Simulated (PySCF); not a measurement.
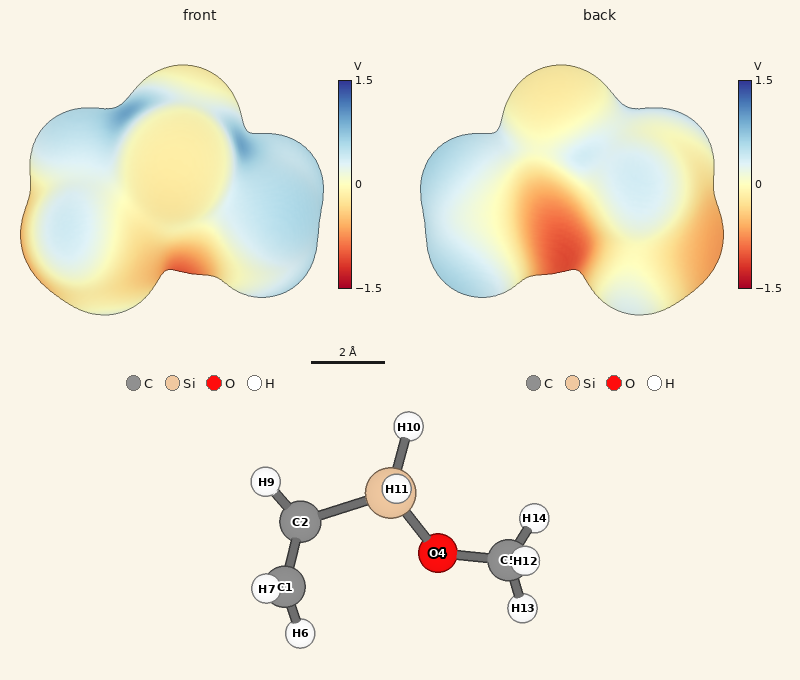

C$_{3}$H$_{9}$OSi (SMILES [CH2]C[SiH2]OC) (doublet). The molecular electrostatic potential painted on the density surface at 0.001 e/bohr³, seen from the front and from behind; red is negative and blue positive. The bare structure is drawn below in the same view.

Geometry: GFN2-xTB.

All numbers below come from UKS B3LYP, pcH-1 on C H O Si, non-relativistic, mean-field spin-orbit, GIAO in PySCF.

| atom | x (Å) | y (Å) | z (Å) |
| --- | --- | --- | --- |
| C | -2.1802 | -0.1881 | 0.3981 |
| C | -1.6235 | 0.6149 | -0.6818 |
| Si | 0.1509 | 1.2020 | -0.2086 |
| O | 0.9518 | -0.1977 | -0.0612 |
| C | 2.2843 | -0.3946 | 0.3020 |
| H | -1.9680 | -1.2371 | 0.4581 |
| H | -2.6393 | 0.2857 | 1.2443 |
| H | -1.5610 | 0.0463 | -1.6084 |
| H | -2.2125 | 1.5131 | -0.8609 |
| H | 0.7473 | 2.0506 | -1.2484 |
| H | 0.1324 | 1.9501 | 1.0521 |
| H | 2.4964 | 0.0572 | 1.2737 |
| H | 2.4641 | -1.4688 | 0.3572 |
| H | 2.9565 | 0.0459 | -0.4384 |

Question: Describe the electrostatic potential map.

Answer: The most negative region (about −1.0 V) lies over O4, the most positive (about +0.9 V) over Si3 and C5. O4 is the likeliest acceptor of a hydrogen bond.
